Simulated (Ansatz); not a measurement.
# B3LYP/STO-3G run of AlH2F (SMILES [H][Al]([H])[F])

What is the electronic atomisation energy of AlH2F at B3LYP/STO-3G? 

The results are computed with Ansatz 0.2.0.

52 further runs of the same task are left out: 52 set aside as unsound or not needed.

### Step 1. The system as given

The species is AlH2F (4 atoms), meant as a singlet with charge 0. SMILES: `[H][Al]([H])[F]`. Geometry: a GFN2-xTB relaxation, a rough one for these elements and not checked as a minimum.

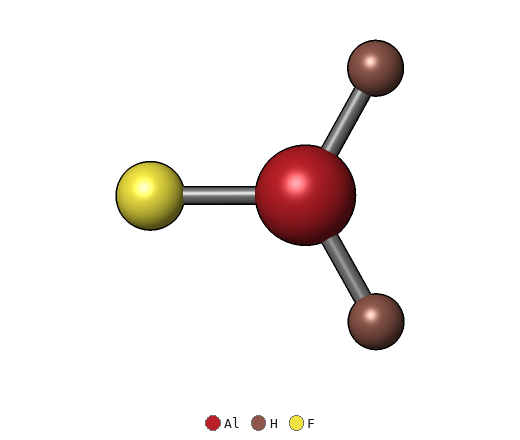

Viewed from a chosen angle; aluminium red, hydrogen brown, fluorine yellow.

### Step 2. The energy at B3LYP/STO-3G

Contents of job.yaml:

```yaml
crystal:
  periodic: [false, false, false]
  atoms:
    - symbol: Al
      position_ang: [0.019600, 0.032680, 0.000940]
    - symbol: H
      position_ang: [1.546910, -0.017870, 0.014080]
    - symbol: H
      position_ang: [-0.738990, 1.358820, -0.019420]
    - symbol: F
      position_ang: [-0.827520, -1.373630, 0.004400]
basis:
  gaussian: {orbitals: STO-3G}
hamiltonian: {xc: {name: B3LYP}}
accuracy: high
```

On the command line:

```sh
$ ansatz run job.yaml --threads 1 --pin off --max-ram 2610MiB --events-out events.jsonl --progress --plain --runs-dir runs
```

The program printed:

```text
Warning: RAYON_NUM_THREADS=1 ignored (pool sized by the plan → 1); use --threads N
Functional definition: B3LYP
  name "B3LYP"
  parameter a0 = 0.2
  parameter ax = 0.72
  parameter ac = 0.81
  exchange = (1 - a0 - ax)*slater_x + ax*b88_x + a0*exact_x
  correlation = (1 - ac)*vwn_rpa_c + ac*lyp_c
267 factors; integrals over basis functions are off by at most 2.8e-8 eV
mean field evaluation 1: about -9225.7887 eV, gradient 2.3e1 eV
mean field evaluation 2: about -9222.6580 eV, gradient 4.3e1 eV
mean field evaluation 4: about -9227.7813 eV, gradient 8.9e-1 eV
mean field evaluation 8: about -9227.7548 eV, gradient 2.3e-3 eV
mean field evaluation 16: about -9227.7548 eV, gradient 1.4e-8 eV
mean field -9227.75479704 eV, -339.1137339943 hartree, gradient 1.4e-8 eV, S^2 0.000000; 0 other end points of the search recorded, 0 dependent functions left out
reference -9227.75481962 eV, -339.1137348241 hartree; 12, 12 occupied and 4, 4 virtual orbitals, 267 factors
Total energy: -9227.75481962 eV, -339.1137348241 hartree
```

It took 0.83 s on 1 thread of Arm Neoverse V1, shared host.

### Step 3. The Al atom, same level

Contents of in.yaml:

```yaml
crystal:
  periodic: [false, false, false]
  atoms:
    - symbol: Al
      position_ang: [0.000000, 0.000000, 0.000000]
basis:
  gaussian: {orbitals: STO-3G}
magnetization: {spin_polarized: true, initial_magnetization: 1}
hamiltonian: {xc: {name: B3LYP}}
accuracy: high
```

Run the same way, it converges to -239.32624 Eh (log not shown).

### Step 4. The F atom at the same level

Contents of input.yaml:

```yaml
crystal:
  periodic: [false, false, false]
  atoms:
    - {symbol: F, position_ang: [0.000000, 0.000000, 0.000000]}
basis:
  gaussian: {orbitals: STO-3G}
magnetization: {spin_polarized: true, initial_magnetization: 1}
hamiltonian: {xc: {name: B3LYP}}
accuracy: high
```

Run the same way, it converges to -98.26898 Eh (log not shown).

### Step 5. The H atom at the same level

Contents of molecule.yaml:

```yaml
crystal:
  periodic: [false, false, false]
  atoms:
    - {symbol: H, position_ang: [0.000000, 0.000000, 0.000000]}
basis:
  gaussian:
    orbitals: STO-3G
magnetization:
  spin_polarized: true
  initial_magnetization: 1
hamiltonian:
  xc: {name: B3LYP}
accuracy: high
```

Run the same way, it converges to -0.46753 Eh (log not shown).

### Step 6. Summary of results

Level: B3LYP/STO-3G.

```
                     quantity          value
       molecule: total energy  -339.11373 Eh
        Al atom: total energy  -239.32624 Eh
                Al atom: ⟨S²⟩          0.750
         F atom: total energy   -98.26898 Eh
                 F atom: ⟨S²⟩          0.750
         H atom: total energy    -0.46753 Eh
                 H atom: ⟨S²⟩          0.750
electronic atomisation energy      15.877 eV
```

In words: Taking the molecule apart into free atoms costs 15.88 eV (1532 kJ/mol), before zero-point energy and without spin-orbit coupling. In a minimal basis such a difference can be off by several eV, whatever the method.
